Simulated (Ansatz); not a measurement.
**BrCl4Ta···H2O: density, localisation and related maps**

```xyz
9

Ta   -0.4497    0.5216    0.2051
O     2.6197   -0.3891    0.3036
H     2.9161   -0.8335    1.0844
Cl   -0.1624   -0.0676    2.4458
Cl    0.2169    0.7823   -1.9992
Cl   -2.5057    1.4495    0.2030
Cl   -0.8892   -1.7042   -0.2475
Br    1.0816    2.5833    0.7417
H     2.8956    0.5359    0.4010
```

Core potentials replace the inner electrons of Ta; not at a stationary point (largest force 1.3 eV/Å).

Theory: Ansatz 0.2.0, RHF/def2-SVP.

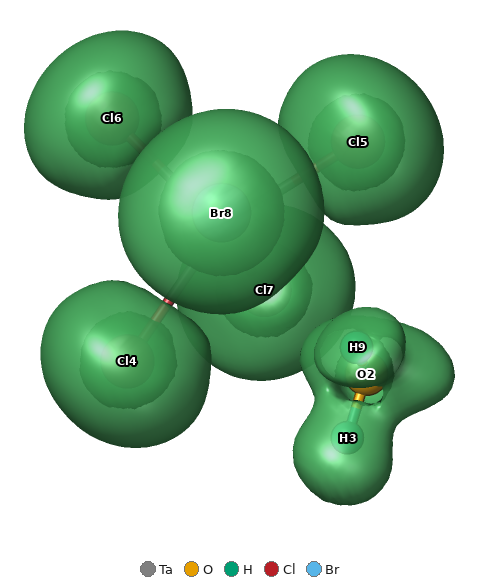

Figure 1. Isosurface of the electron localisation function at 0.75 (green), seen at an oblique angle. Only the valence region is drawn (cores and ρ < 0.01 e/Å³ removed).

Identify the bonds, lone pairs and shells in this picture.

The ELF exceeds this value in one region wrapped around Br (its valence shell), four regions wrapped around Cl (the valence shell of each) and one joined region spread over several atoms (H, O), in which their bonds and any lone pairs are merged. Profiles from the grid: Ta1···O2 (3.20 Å): the ELF dips to about 0 between them. Ta–Cl (2.26 Å): the ELF peaks at about 0.85 in the valence shell of Cl, 0.8 Å from its nucleus, and is about 0.45 at the midpoint.

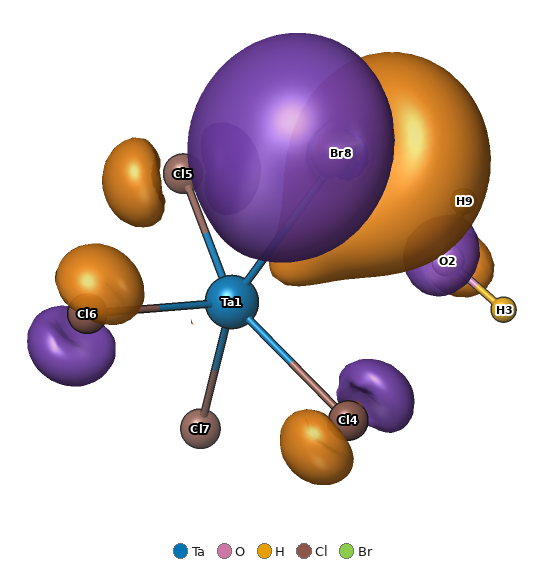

Figure 2. The HOMO−1 at ±0.08 Å⁻³ᐟ² (orange and purple are the two phases), seen at a tilt.

What is the character of this orbital?

Its weight (Hirshfeld) is mainly on Br8 (about 80 %); largely a lone pair of Br8. Its energy is −11.60 eV.

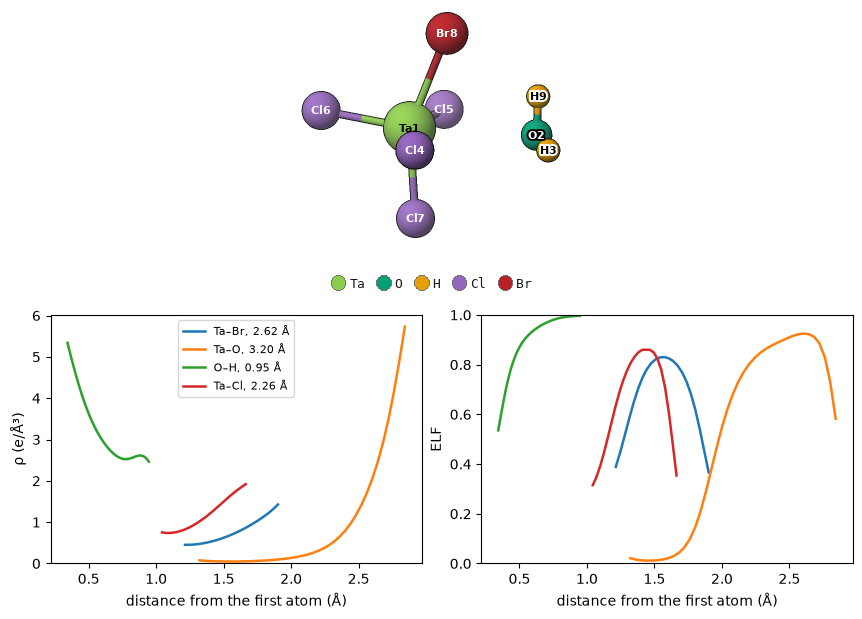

Figure 3. Electron density and ELF along straight lines between neighbouring atoms. The curves leave out the atomic cores. The structure is drawn too.

Compare the contacts.

Ta–Br (2.62 Å): ρ is about 0.47 e/Å³ halfway; the ELF peaks at about 0.85 in the valence shell of Br, 1.0 Å from its nucleus, and is about 0.60 at the midpoint.
Ta1···O2 (3.20 Å): the density falls to about 0.05 e/Å³ on the way; the ELF dips to about 0 between them.
O–H (0.95 Å): ρ at the midpoint is about 3.9 e/Å³; the ELF climbs to about 1 towards the hydrogen, as it does in any bond to H: an ordinary covalent bond to hydrogen.
Ta–Cl (2.26 Å): ρ at the midpoint is about 0.75 e/Å³; the ELF peaks at about 0.85 in the valence shell of Cl, 0.8 Å from its nucleus, and is about 0.45 at the midpoint.
